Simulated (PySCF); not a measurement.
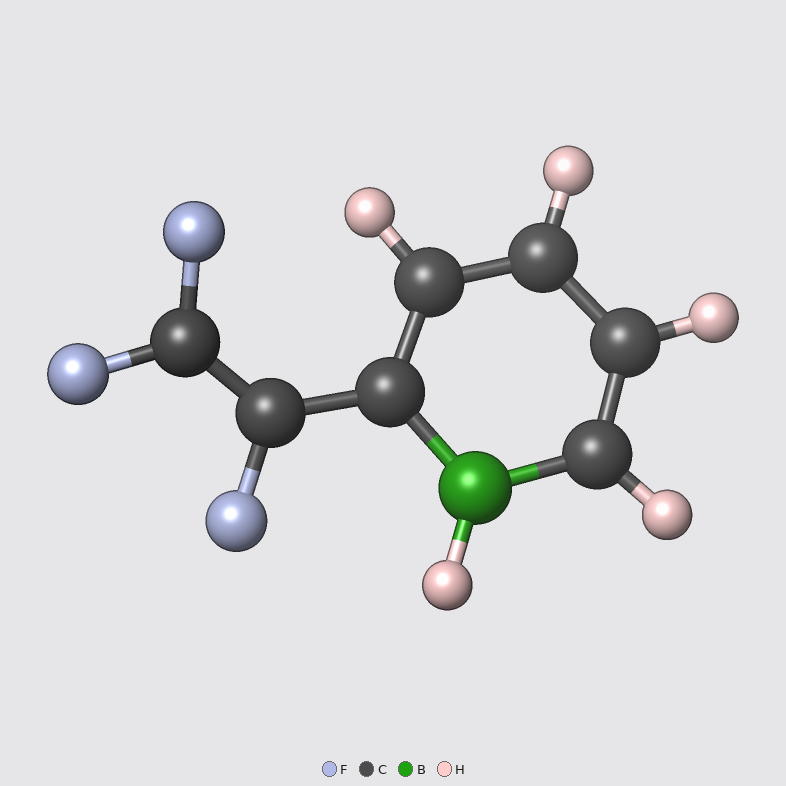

The picture shows a molecular structure as a ball-and-stick model. Every bond is drawn as one stick, whatever its order.

Charge −1, singlet. The computed structure is the end point of a PBE0-D3(BJ)/def2-SVP optimisation. No frequency run is at hand to confirm it as a minimum.

Describe the molecule.

It has 16 atoms: 7 carbon, 5 hydrogen, 1 boron and 3 fluorine (C₇H₅BF₃⁻). SMILES: `FC(F)=C(F)c1[bH-]cccc1`. Independent rings (smallest set): 1 of 6 members, 1 of them aromatic. Among its groups: alkene, C–F bond. The point group is C1. Coordination: 7 C trigonal planar; 1 B trigonal planar.

More results for the same structure follow; atom numbers are the same in all pictures, views and colours differ.

Geometry

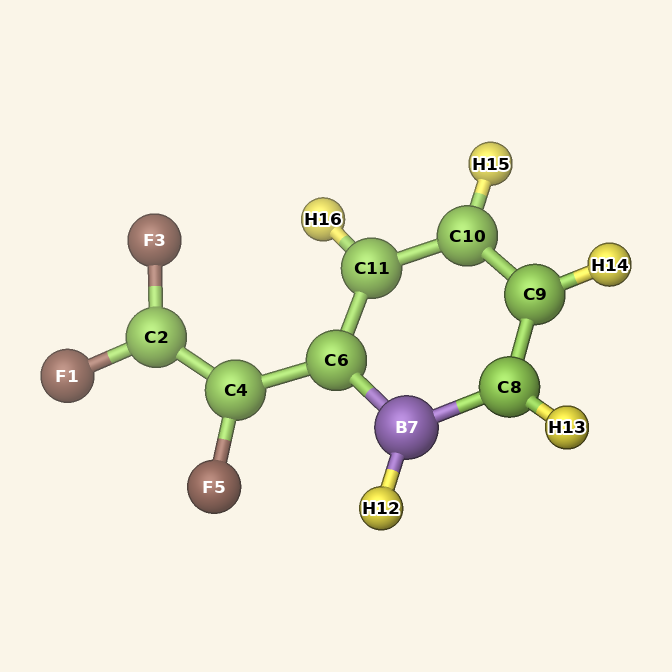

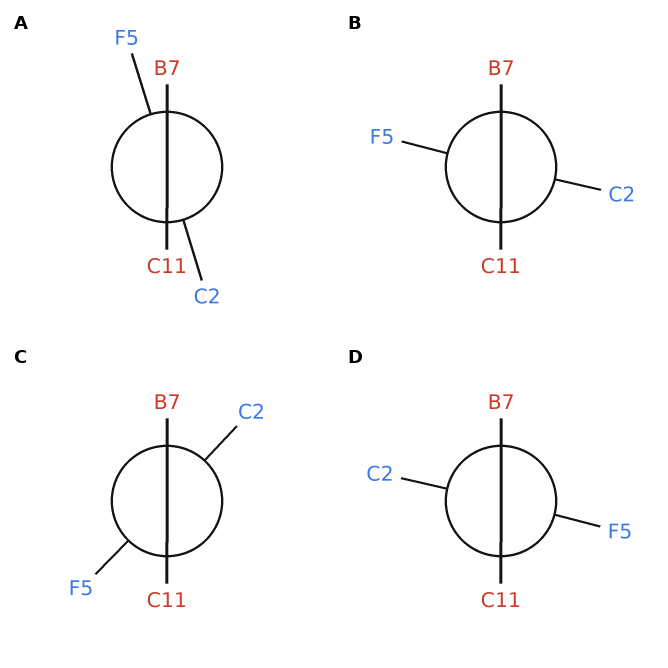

Atoms fade into the background with distance from the viewer. Bonds that would overlap in a projection are set slightly apart. No frequency run is at hand to confirm it as a minimum.

Which Newman projection shows the view along C6–C4, with C6 in front?

Answer. A. The torsion angle C11–C6–C4–F5 is 164°, antiperiplanar (anti).

NMR shielding

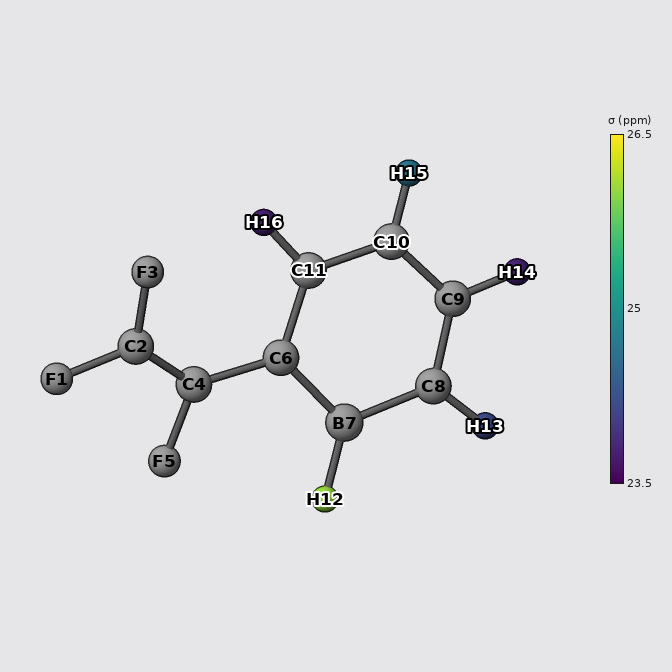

Atoms are coloured by their isotropic NMR shieldings (H only, the others grey). No frequency run is at hand to confirm it as a minimum. Properties computed with GIAO PBE0/pcSseg-1 NMR shielding, non-relativistic, IEF-PCM water (PySCF 2.14.0).

List the isotropic NMR shieldings of the H atoms.

```tsv
atom	σ (ppm)
H12	26.03
H13	24.19
H14	23.81
H15	24.67
H16	23.79
```

Quadrupole coupling

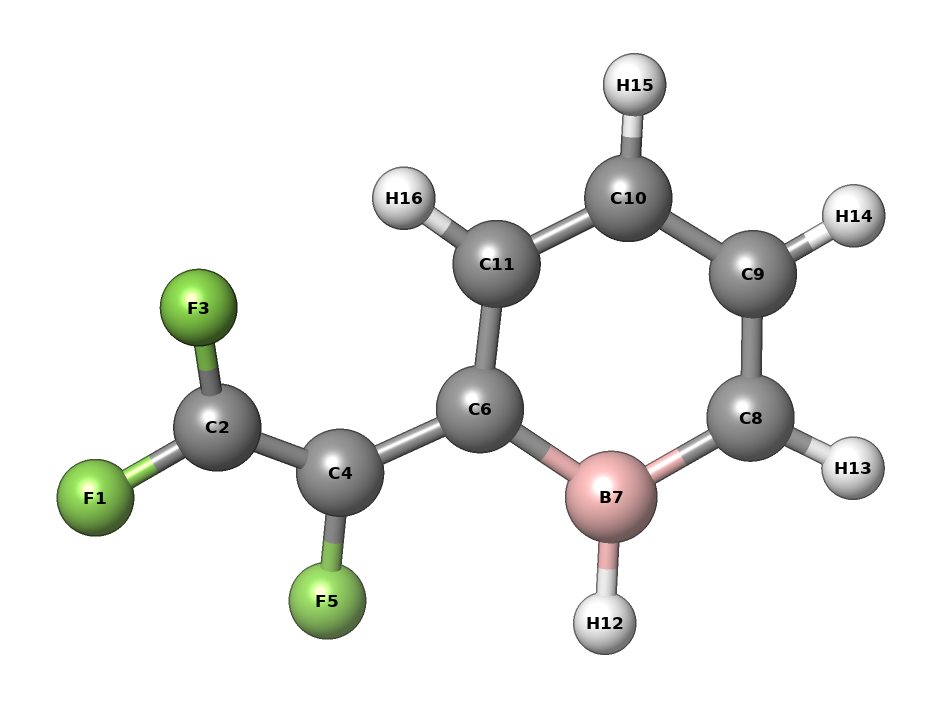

No frequency run is at hand to confirm it as a minimum. Electric field gradients from the ground-state density, PBE0/pcSseg-1 in water (IEF-PCM) (PySCF 2.14.0), non-relativistic apart from any core potentials.

Give the largest field-gradient component, the quadrupole coupling constant and the asymmetry for 11B at B7 (Q = 40.59 mb), 2H at H12 (Q = 2.86 mb), 2H at H13 (Q = 2.86 mb), 2H at H14 (Q = 2.86 mb), 2H at H15 (Q = 2.86 mb).

| atom | V_zz (a.u.) | e²qQ/h (MHz) | η |
| --- | --- | --- | --- |
| B7 | 0.311 | 2.97 | 0.24 |
| H12 | 0.204 | 0.137 | 0.01 |
| H13 | 0.306 | 0.206 | 0.04 |
| H14 | 0.295 | 0.198 | 0.06 |
| H15 | 0.305 | 0.205 | 0.10 |

Electronic properties

No frequency run is at hand to confirm it as a minimum. Level of theory: PBE0/pcSseg-1 in water (IEF-PCM) (PySCF 2.14.0).

What is the LUMO energy (Kohn–Sham orbital)?

Answer. −0.18 eV.

Estimate the HOMO energy (Kohn–Sham orbital).

Answer. −5.05 eV.
